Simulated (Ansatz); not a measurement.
## Run report: C₃H₁₂GaP, molecular dynamics (part 2 of 2)

Continued. System: C₃H₁₂GaP, SMILES [CH3][Ga-]([CH3])([CH3])[PH3+]. Method: RKS BLYP/6-31G* (Ansatz 0.2.0). The geometry comes from this level: PBE0-D4/def2-TZVP.

Geometry of the input (Å):
```
C  -0.4564  1.0152  -1.8109
Ga 0.3635  -0.1010  -0.3798
C  1.9401  0.6207  0.6004
C  0.1147  -2.0755  -0.4548
P  -1.4403  0.3932  1.5017
H  0.1545  0.9471  -2.7166
H  -0.5077  2.0712  -1.5345
H  -1.4622  0.6781  -2.0738
H  1.8302  1.6820  0.8369
H  2.1341  0.0786  1.5293
H  2.8322  0.5198  -0.0257
H  0.3352  -2.5573  0.5011
H  0.8007  -2.4982  -1.1956
H  -0.8981  -2.3542  -0.7561
H  -2.5386  1.2387  1.2297
H  -2.1760  -0.6659  2.0782
H  -1.0448  1.0072  2.7107
```

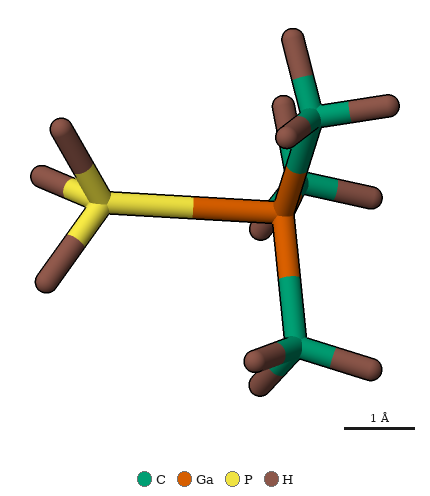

Figure 1. The geometry at step 14 of the log (stick view, seen at a tilt).

Trajectory as extended XYZ, continued:
```
17
Properties=species:S:1:pos:R:3:forces:R:3 step=7 time_fs=3.5 energy=-64964.11504 temperature=276.0
C    -0.4648    1.0152   -1.7946   -1.3384  -0.7595  -1.5277
Ga    0.3566   -0.0953   -0.3694    0.4155  -0.0909  -0.2469
C     1.9445    0.6096    0.5959    1.8765  -0.9169  -0.1882
C     0.1303   -2.0763   -0.4627    0.0718   0.1935   1.1264
P    -1.4335    0.3878    1.4740   -0.5197  -0.7686   1.8310
H     0.1041    0.8301   -2.7587   -0.2101   0.3504   0.7396
H    -0.4172    2.0954   -1.5394   -0.3313  -0.2728  -0.3214
H    -1.5544    0.6380   -2.0816    1.7001   1.0087   0.7173
H     1.9688    1.6548    0.8241   -0.5443   1.1732   0.5686
H     2.1606    0.0267    1.5402   -0.0371   0.4271  -0.6663
H     2.8947    0.5731   -0.0581   -1.0241  -0.5814   0.5453
H     0.2527   -2.5473    0.5433    0.1375   0.0726  -0.4630
H     0.8206   -2.5210   -1.1742    0.2964  -0.2793  -0.2742
H    -0.8874   -2.2548   -0.7723   -0.7135  -0.3920  -0.3993
H    -2.5436    1.2426    1.2967   -0.4000   0.0652  -0.2141
H    -2.1844   -0.7750    2.1466    0.7635   1.3698  -0.6376
H    -1.0217    1.0966    2.7016   -0.1427  -0.5993  -0.5895
17
Properties=species:S:1:pos:R:3:forces:R:3 step=8 time_fs=4.0 energy=-64964.10673 temperature=271.5
C    -0.4670    1.0146   -1.7933   -1.2378  -0.7048  -1.5259
Ga    0.3556   -0.0945   -0.3679    0.4487  -0.0797  -0.2677
C     1.9465    0.6070    0.5951    1.8869  -0.3784  -0.0807
C     0.1327   -2.0761   -0.4630   -0.1473   0.0873   0.9618
P    -1.4326    0.3868    1.4705   -0.6250  -0.6867   1.9211
H     0.0955    0.8158   -2.7598   -0.1904   0.3870   0.7653
H    -0.4067    2.0983   -1.5422   -0.3573  -0.3636  -0.3555
H    -1.5535    0.6402   -2.0770    1.6088   1.0088   0.7190
H     1.9844    1.6657    0.8278   -0.5906   0.6775   0.4805
H     2.1642    0.0223    1.5369   -0.0313   0.4240  -0.6452
H     2.8957    0.5765   -0.0584   -1.0028  -0.6305   0.5088
H     0.2420   -2.5457    0.5468    0.1523   0.0734  -0.5132
H     0.8275   -2.5274   -1.1751    0.1510  -0.2004  -0.1323
H    -0.8952   -2.2443   -0.7787   -0.3870  -0.3662  -0.3217
H    -2.5486    1.2447    1.3046   -0.3231  -0.0129  -0.2257
H    -2.1798   -0.7801    2.1517    0.7832   1.4131  -0.6640
H    -1.0195    1.1053    2.6964   -0.1384  -0.6479  -0.6247
17
Properties=species:S:1:pos:R:3:forces:R:3 step=9 time_fs=4.5 energy=-64964.11441 temperature=275.3
C    -0.4694    1.0139   -1.7923   -1.0752  -0.6248  -1.4658
Ga    0.3547   -0.0937   -0.3665    0.4788  -0.0638  -0.2874
C     1.9487    0.6042    0.5942    1.8389   0.1906   0.0284
C     0.1352   -2.0760   -0.4631   -0.3766  -0.0168   0.7465
P    -1.4318    0.3857    1.4672   -0.7286  -0.5802   1.9646
H     0.0865    0.8023   -2.7590   -0.1469   0.4116   0.7472
H    -0.3971    2.1003   -1.5458   -0.3766  -0.4329  -0.3775
H    -1.5487    0.6449   -2.0707    1.4265   0.9708   0.6948
H     1.9985    1.6782    0.8327   -0.6376   0.1638   0.3791
H     2.1677    0.0190    1.5320   -0.0190   0.3941  -0.5794
H     2.8943    0.5784   -0.0575   -0.9289  -0.6663   0.4374
H     0.2317   -2.5439    0.5491    0.1678   0.0611  -0.5331
H     0.8348   -2.5343   -1.1763   -0.0059  -0.1104   0.0183
H    -0.9038   -2.2347   -0.7859   -0.0381  -0.3413  -0.2323
H    -2.5545    1.2467    1.3119   -0.2337  -0.0968  -0.2359
H    -2.1733   -0.7819    2.1553    0.7809   1.4191  -0.6711
H    -1.0176    1.1124    2.6898   -0.1258  -0.6782  -0.6337
17
Properties=species:S:1:pos:R:3:forces:R:3 step=10 time_fs=5.0 energy=-64964.13102 temperature=283.7
C    -0.4721    1.0130   -1.7915   -0.8419  -0.5203  -1.3474
Ga    0.3538   -0.0929   -0.3650    0.5062  -0.0441  -0.3053
C     1.9514    0.6016    0.5933    1.7286   0.7361   0.1303
C     0.1375   -2.0759   -0.4630   -0.5952  -0.1068   0.5020
P    -1.4311    0.3846    1.4640   -0.8253  -0.4547   1.9621
H     0.0771    0.7899   -2.7565   -0.0817   0.4224   0.6855
H    -0.3884    2.1013   -1.5503   -0.3881  -0.4755  -0.3866
H    -1.5405    0.6519   -2.0628    1.1455   0.8929   0.6436
H     2.0111    1.6910    0.8384   -0.6808  -0.3150   0.2755
H     2.1712    0.0165    1.5258   -0.0008   0.3385  -0.4721
H     2.8907    0.5787   -0.0555   -0.8028  -0.6883   0.3313
H     0.2218   -2.5420    0.5501    0.1833   0.0361  -0.5219
H     0.8421   -2.5415   -1.1774   -0.1605  -0.0170   0.1649
H    -0.9126   -2.2259   -0.7936    0.2992  -0.3212  -0.1406
H    -2.5609    1.2486    1.3187   -0.1381  -0.1820  -0.2457
H    -2.1650   -0.7803    2.1572    0.7573   1.3884  -0.6586
H    -1.0160    1.1179    2.6816   -0.1050  -0.6897  -0.6170
17
Properties=species:S:1:pos:R:3:forces:R:3 step=11 time_fs=5.5 energy=-64964.15004 temperature=293.4
C    -0.4749    1.0121   -1.7911   -0.5272  -0.3915  -1.1717
Ga    0.3529   -0.0921   -0.3636    0.5313  -0.0216  -0.3204
C     1.9544    0.5991    0.5925    1.5533   1.2241   0.2221
C     0.1397   -2.0758   -0.4628   -0.7886  -0.1748   0.2473
P    -1.4304    0.3835    1.4609   -0.9090  -0.3140   1.9135
H     0.0675    0.7785   -2.7523    0.0019   0.4180   0.5819
H    -0.3806    2.1012   -1.5558   -0.3910  -0.4880  -0.3828
H    -1.5295    0.6610   -2.0533    0.7575   0.7734   0.5641
H     2.0221    1.7031    0.8448   -0.7158  -0.7267   0.1770
H     2.1747    0.0150    1.5184    0.0224   0.2594  -0.3285
H     2.8852    0.5774   -0.0527   -0.6260  -0.6968   0.1913
H     0.2123   -2.5400    0.5499    0.1980  -0.0003  -0.4803
H     0.8490   -2.5487   -1.1782   -0.3010   0.0726   0.2964
H    -0.9207   -2.2179   -0.8016    0.5997  -0.3078  -0.0542
H    -2.5676    1.2500    1.3249   -0.0417  -0.2640  -0.2555
H    -2.1548   -0.7753    2.1575    0.7122   1.3199  -0.6254
H    -1.0147    1.1218    2.6719   -0.0761  -0.6820  -0.5750
17
Properties=species:S:1:pos:R:3:forces:R:3 step=12 time_fs=6.0 energy=-64964.16549 temperature=301.2
C    -0.4779    1.0111   -1.7909   -0.1236  -0.2401  -0.9429
Ga    0.3520   -0.0913   -0.3622    0.5546   0.0024  -0.3320
C     1.9577    0.5968    0.5917    1.3148   1.6374   0.3050
C     0.1418   -2.0757   -0.4626   -0.9490  -0.2163  -0.0020
P    -1.4297    0.3823    1.4580   -0.9734  -0.1595   1.8173
H     0.0579    0.7680   -2.7467    0.0995   0.3980   0.4405
H    -0.3737    2.0999   -1.5621   -0.3844  -0.4682  -0.3666
H    -1.5167    0.6720   -2.0425    0.2585   0.6128   0.4570
H     2.0313    1.7135    0.8517   -0.7391  -1.0564   0.0875
H     2.1782    0.0140    1.5103    0.0492   0.1605  -0.1564
H     2.8782    0.5744   -0.0495   -0.4027  -0.6929   0.0199
H     0.2033   -2.5380    0.5485    0.2111  -0.0462  -0.4106
H     0.8552   -2.5557   -1.1782   -0.4183   0.1525   0.4048
H    -0.9274   -2.2106   -0.8098    0.8470  -0.3012   0.0216
H    -2.5745    1.2507    1.3305    0.0505  -0.3392  -0.2655
H    -2.1430   -0.7672    2.1563    0.6444   1.2111  -0.5693
H    -1.0135    1.1240    2.6609   -0.0391  -0.6547  -0.5082
17
Properties=species:S:1:pos:R:3:forces:R:3 step=13 time_fs=6.5 energy=-64964.17235 temperature=304.7
C    -0.4809    1.0100   -1.7909    0.3649  -0.0721  -0.6708
Ga    0.3511   -0.0905   -0.3608    0.5765   0.0263  -0.3395
C     1.9613    0.5948    0.5909    1.0220   1.9685   0.3824
C     0.1437   -2.0756   -0.4624   -1.0733  -0.2301  -0.2328
P    -1.4292    0.3812    1.4553   -1.0126   0.0091   1.6714
H     0.0486    0.7585   -2.7401    0.2051   0.3626   0.2677
H    -0.3678    2.0974   -1.5694   -0.3679  -0.4153  -0.3388
H    -1.5033    0.6845   -2.0305   -0.3419   0.4167   0.3260
H     2.0388    1.7214    0.8587   -0.7488  -1.3003   0.0086
H     2.1818    0.0134    1.5018    0.0776   0.0476   0.0331
H     2.8702    0.5697   -0.0462   -0.1421  -0.6783  -0.1768
H     0.1948   -2.5360    0.5461    0.2218  -0.0989  -0.3172
H     0.8603   -2.5624   -1.1773   -0.5056   0.2184   0.4843
H    -0.9320   -2.2040   -0.8179    1.0322  -0.3006   0.0832
H    -2.5812    1.2507    1.3354    0.1343  -0.4044  -0.2757
H    -2.1296   -0.7562    2.1538    0.5520   1.0584  -0.4877
H    -1.0125    1.1247    2.6487    0.0058  -0.6076  -0.4175
17
Properties=species:S:1:pos:R:3:forces:R:3 step=14 time_fs=7.0 energy=-64964.16807 temperature=302.6
C    -0.4837    1.0089   -1.7910    0.9120   0.0983  -0.3731
Ga    0.3503   -0.0897   -0.3594    0.5974   0.0489  -0.3423
C     1.9651    0.5933    0.5903    0.6924   2.2138   0.4574
C     0.1453   -2.0757   -0.4622   -1.1613  -0.2170  -0.4340
P    -1.4287    0.3800    1.4526   -1.0211   0.1937   1.4739
H     0.0397    0.7499   -2.7328    0.3110   0.3135   0.0727
H    -0.3627    2.0940   -1.5774   -0.3412  -0.3303  -0.3010
H    -1.4908    0.6979   -2.0178   -1.0105   0.1990   0.1810
H     2.0445    1.7261    0.8658   -0.7440  -1.4604  -0.0591
H     2.1857    0.0129    1.4933    0.1052  -0.0714   0.2258
H     2.8619    0.5635   -0.0434    0.1400  -0.6547  -0.3882
H     0.1868   -2.5344    0.5430    0.2295  -0.1552  -0.2062
H     0.8643   -2.5685   -1.1752   -0.5589   0.2671   0.5317
H    -0.9341   -2.1982   -0.8258    1.1512  -0.3050   0.1286
H    -2.5876    1.2497    1.3397    0.2067  -0.4573  -0.2858
H    -2.1149   -0.7427    2.1501    0.4333   0.8578  -0.3774
H    -1.0114    1.1239    2.6354    0.0582  -0.5410  -0.3042
17
Properties=species:S:1:pos:R:3:forces:R:3 step=15 time_fs=7.5 energy=-64964.15470 temperature=296.0
C    -0.4865    1.0078   -1.7912    1.4596   0.2482  -0.0769
Ga    0.3495   -0.0889   -0.3580    0.6180   0.0686  -0.3399
C     1.9690    0.5922    0.5897    0.3530   2.3687   0.5299
C     0.1467   -2.0757   -0.4621   -1.2138  -0.1797  -0.5947
P    -1.4283    0.3788    1.4501   -0.9947   0.3967   1.2238
H     0.0316    0.7420   -2.7253    0.4085   0.2536  -0.1322
H    -0.3585    2.0898   -1.5862   -0.3048  -0.2156  -0.2552
H    -1.4806    0.7119   -2.0047   -1.6803  -0.0170   0.0381
H     2.0484    1.7273    0.8727   -0.7246  -1.5401  -0.1152
H     2.1897    0.0123    1.4854    0.1288  -0.1865   0.4050
H     2.8539    0.5556   -0.0415    0.4195  -0.6240  -0.5972
H     0.1794   -2.5331    0.5394    0.2337  -0.2110  -0.0855
H     0.8669   -2.5740   -1.1718   -0.5754   0.2966   0.5454
H    -0.9335   -2.1930   -0.8335    1.2028  -0.3132   0.1564
H    -2.5935    1.2476    1.3434    0.2652  -0.4962  -0.2954
H    -2.0991   -0.7271    2.1455    0.2867   0.6063  -0.2356
H    -1.0102    1.1218    2.6214    0.1177  -0.4555  -0.1706
17
Properties=species:S:1:pos:R:3:forces:R:3 step=16 time_fs=8.0 energy=-64964.13976 temperature=288.7
C    -0.4889    1.0068   -1.7914    1.9186   0.3478   0.1845
Ga    0.3487   -0.0881   -0.3567    0.6386   0.0845  -0.3322
C     1.9730    0.5915    0.5892    0.0379   2.4254   0.5948
C     0.1479   -2.0758   -0.4622   -1.2319  -0.1220  -0.7046
P    -1.4280    0.3777    1.4477   -0.9311   0.6194   0.9227
H     0.0245    0.7348   -2.7182    0.4880   0.1873  -0.3320
H    -0.3550    2.0851   -1.5956   -0.2597  -0.0766  -0.2037
H    -1.4745    0.7258   -1.9914   -2.2520  -0.2005  -0.0822
H     2.0506    1.7249    0.8794   -0.6909  -1.5412  -0.1588
H     2.1941    0.0112    1.4785    0.1452  -0.2869   0.5529
H     2.8469    0.5463   -0.0410    0.6662  -0.5870  -0.7818
H     0.1725   -2.5323    0.5355    0.2340  -0.2618   0.0354
H     0.8682   -2.5788   -1.1672   -0.5542   0.3055   0.5252
H    -0.9300   -2.1887   -0.8407    1.1873  -0.3243   0.1653
H    -2.5987    1.2443    1.3463    0.3082  -0.5199  -0.3043
H    -2.0827   -0.7101    2.1404    0.1127   0.3033  -0.0608
H    -1.0087    1.1186    2.6070    0.1831  -0.3530  -0.0204
17
Properties=species:S:1:pos:R:3:forces:R:3 step=17 time_fs=8.5 energy=-64964.13404 temperature=286.1
C    -0.4909    1.0059   -1.7916    2.1874   0.3704   0.3788
Ga    0.3479   -0.0873   -0.3553    0.6600   0.0956  -0.3191
C     1.9770    0.5914    0.5889   -0.2167   2.3721   0.6422
C     0.1489   -2.0759   -0.4623   -1.2158  -0.0484  -0.7535
P    -1.4278    0.3766    1.4454   -0.8307   0.8599   0.5769
H     0.0185    0.7279   -2.7118    0.5401   0.1202  -0.5105
H    -0.3521    2.0801   -1.6054   -0.2078   0.0789  -0.1496
H    -1.4737    0.7392   -1.9784   -2.6136  -0.3220  -0.1611
H     2.0511    1.7188    0.8857   -0.6436  -1.4630  -0.1885
H     2.1989    0.0094    1.4728    0.1514  -0.3621   0.6535
H     2.8416    0.5355   -0.0423    0.8476  -0.5431  -0.9171
H     0.1662   -2.5321    0.5318    0.2303  -0.3031   0.1462
H     0.8681   -2.5828   -1.1613   -0.4955   0.2935   0.4722
H    -0.9237   -2.1851   -0.8476    1.1053  -0.3377   0.1546
H    -2.6033    1.2397    1.3484    0.3346  -0.5280  -0.3118
H    -2.0660   -0.6923    2.1351   -0.0854  -0.0466   0.1456
H    -1.0068    1.1146    2.5926    0.2525  -0.2366   0.1412
17
Properties=species:S:1:pos:R:3:forces:R:3 step=18 time_fs=9.0 energy=-64964.14596 temperature=292.4
C    -0.4925    1.0050   -1.7917    2.1894   0.3044   0.4844
Ga    0.3471   -0.0865   -0.3540    0.6825   0.1013  -0.3012
C     1.9810    0.5917    0.5887   -0.3805   2.1946   0.6589
C     0.1495   -2.0760   -0.4627   -1.1650   0.0362  -0.7334
P    -1.4276    0.3756    1.4430   -0.6981   1.1104   0.1998
H     0.0138    0.7214   -2.7067    0.5571   0.0587  -0.6517
H    -0.3497    2.0754   -1.6157   -0.1522   0.2397  -0.0962
H    -1.4792    0.7518   -1.9657   -2.6784  -0.3645  -0.1898
H     2.0501    1.7091    0.8915   -0.5832  -1.3023  -0.2013
H     2.2040    0.0068    1.4688    0.1453  -0.4039   0.6954
H     2.8382    0.5235   -0.0459    0.9365  -0.4896  -0.9811
H     0.1604   -2.5326    0.5284    0.2227  -0.3307   0.2373
H     0.8669   -2.5862   -1.1542   -0.4009   0.2608   0.3890
H    -0.9147   -2.1823   -0.8540    0.9579  -0.3529   0.1232
H    -2.6070    1.2339    1.3499    0.3436  -0.5202  -0.3175
H    -2.0495   -0.6746    2.1301   -0.2998  -0.4311   0.3771
H    -1.0042    1.1100    2.5785    0.3231  -0.1111   0.3069
17
Properties=species:S:1:pos:R:3:forces:R:3 step=19 time_fs=9.5 energy=-64964.17583 temperature=307.5
C    -0.4937    1.0042   -1.7917    1.9094   0.1624   0.4979
Ga    0.3464   -0.0857   -0.3526    0.7062   0.1013  -0.2790
C     1.9849    0.5925    0.5886   -0.4369   1.8800   0.6323
C     0.1500   -2.0762   -0.4631   -1.0790   0.1269  -0.6395
P    -1.4275    0.3747    1.4408   -0.5429   1.3551  -0.1867
H     0.0105    0.7150   -2.7031    0.5340   0.0087  -0.7423
H    -0.3476    2.0712   -1.6261   -0.0964   0.3914  -0.0468
H    -1.4911    0.7636   -1.9535   -2.4227  -0.3324  -0.1745
H     2.0477    1.6964    0.8968   -0.5111  -1.0543  -0.1937
H     2.2094    0.0031    1.4664    0.1260  -0.4080   0.6742
H     2.8371    0.5103   -0.0518    0.9184  -0.4226  -0.9598
H     0.1552   -2.5340    0.5256    0.2114  -0.3412   0.3004
H     0.8646   -2.5889   -1.1462   -0.2738   0.2091   0.2798
H    -0.9034   -2.1803   -0.8602    0.7479  -0.3697   0.0707
H    -2.6099    1.2269    1.3506    0.3351  -0.4965  -0.3209
H    -2.0337   -0.6580    2.1261   -0.5169  -0.8275   0.6207
H    -1.0009    1.1052    2.5651    0.3912   0.0172   0.4674
17
Properties=species:S:1:pos:R:3:forces:R:3 step=20 time_fs=10.0 energy=-64964.21446 temperature=327.1
C    -0.4944    1.0034   -1.7916    1.4037  -0.0215   0.4324
Ga    0.3457   -0.0849   -0.3513    0.7310   0.0957  -0.2538
C     1.9887    0.5937    0.5886   -0.3883   1.4212   0.5544
C     0.1502   -2.0762   -0.4637   -0.9576   0.2185  -0.4731
P    -1.4274    0.3738    1.4385   -0.3798   1.5693  -0.5514
H     0.0084    0.7087   -2.7013    0.4696  -0.0248  -0.7740
H    -0.3458    2.0680   -1.6367   -0.0447   0.5182  -0.0044
H    -1.5089    0.7746   -1.9417   -1.8975  -0.2484  -0.1329
H     2.0441    1.6811    0.9017   -0.4289  -0.7159  -0.1621
H     2.2152   -0.0015    1.4656    0.0945  -0.3746   0.5934
H     2.8381    0.4960   -0.0600    0.7967  -0.3382  -0.8525
H     0.1505   -2.5362    0.5235    0.1967  -0.3329   0.3301
H     0.8618   -2.5912   -1.1376   -0.1199   0.1415   0.1507
H    -0.8904   -2.1793   -0.8662    0.4809  -0.3880  -0.0023
H    -2.6120    1.2186    1.3505    0.3091  -0.4576  -0.3218
H    -2.0191   -0.6433    2.1235   -0.7176  -1.2029   0.8556
H    -0.9967    1.1003    2.5528    0.4521   0.1405   0.6119
```

Results in brief:

| quantity | value |
| --- | --- |
| outcome | finished |
| mean temperature over the second half | 299 K |
| trajectory | 20 steps, 10 fs |
| ensemble | nvt_nose_hoover |
| temperature in the input | 500 K |
| time step | 0.5 fs |
| potential energy (last step) | −64964.2149 eV |
| SCF solution under orbital rotations (last step) | stable |
| largest force (length of the vector) (last step) | 1.918 eV/Å |
| dipole moment (last step) | 3.28 D |
| hardware | 4 threads of Arm Neoverse V2, 23 GiB of memory available, shared host |
| wall time | 41 s (CPU time 2.6 min) |
| peak memory | 0.77 GiB |

Remarks:

So short a trajectory is not equilibrated. The temperature stays far from the 500 K of the thermostat over the second half: the run isn't equilibrated.
